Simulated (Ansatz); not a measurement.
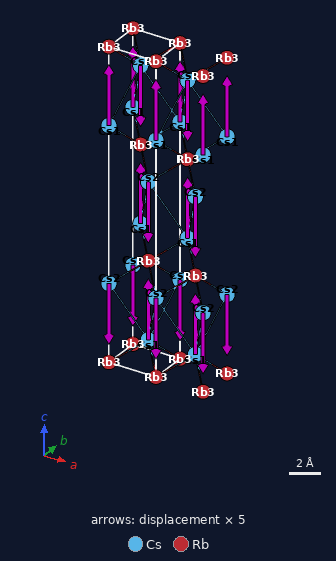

This is a relaxation of a crystal of Cs2Rb (built on the cadmium chloride_166 type) (coarse preliminary run). The starting structure is drawn; purple arrows show the displacements (the part carried along by the change of the cell is left out), magnified 5 times.

A ball-and-stick model of the conventional cell (3 times the calculation's cell), repeated 2 × 1 × 1 with one cell outlined, seen slightly off an axis. Lengths and directions refer to the drawn axes.

Case: cadmium chloride type (R-3m, No. 166).

Method: DFT PBE, scalar-relativistic, plane waves, PAW (Ansatz 0.2.0).

The input:
```yaml
crystal:
  lattice:
    - [2.3541881494, 1.3591911618, 7.1102504429]
    - [-2.3541881494, 1.3591911618, 7.1102504429]
    - [0.0, -2.7183823236, 7.1102504429]
  atoms:
    - { symbol: Cs, position: [0.75, 0.75, 0.75] }
    - { symbol: Cs, position: [0.25, 0.25, 0.25] }
    - { symbol: Rb, position: [0.0, 0.0, 0.0] }
basis:
  ecutwfc: 420
kpoints:
  mp_grid: { grid: [6, 6, 6] }
hamiltonian:
  xc: pbe
scf:
  occupations: { method: gaussian, width: 0.1 }
  lower_state_search: "off"
output:
  forces: true
  stress: true
  eigenvalues: true
relax:
  adjacent_minimum: "off"
  f_tol: 0.04
  max_steps: 70
  cell: { stress_tol: 0.4 }
```

Command:
```bash
ansatz run input.yaml --threads 1 --pin off --max-ram 2560MiB --backend cpu --events-out ev --progress --plain --runs-dir out
```

Q: What did the optimiser do to the structure, and how much energy did it gain?

A: Over 14 accepted moves (16 points after the start) the energy falls by 1087 meV per atom. The largest force component goes from 1.2 to 0.0013 eV/Å. Pressure: 6.58 GPa at the start and 0.11 GPa at the end. The SCF was repeated twice at an unchanged geometry on a basis and grid sized afresh for the cell, which shifted the energy by 46.3 meV per atom at most. The largest moves relative to the cell, 0.83 Å, are those of Cs1 and Cs2. Cs2 goes along −c. Rb stays in place. The volume changes by +131.9 %, with a = b 4.708 → 5.660 Å (+20.2 %), c 21.331 → 34.225 Å (+60.5 %). Some distances before and after: Cs1–Rb3 3.248 → 4.926 Å, Cs1–Cs2 4.475 → 5.192 Å. Bond angles that change, for instance: Cs1–Rb3–Cs2 87.1° → 109.9°, Rb3–Cs1–Rb3 92.9° → 70.1°, Cs1–Rb3–Cs1 92.9° → 70.1°. The space group stays R-3m (No. 166). Cost: 2.1 min on 1 thread of Arm Neoverse V1 (shared host), peak memory 0.55 GiB.
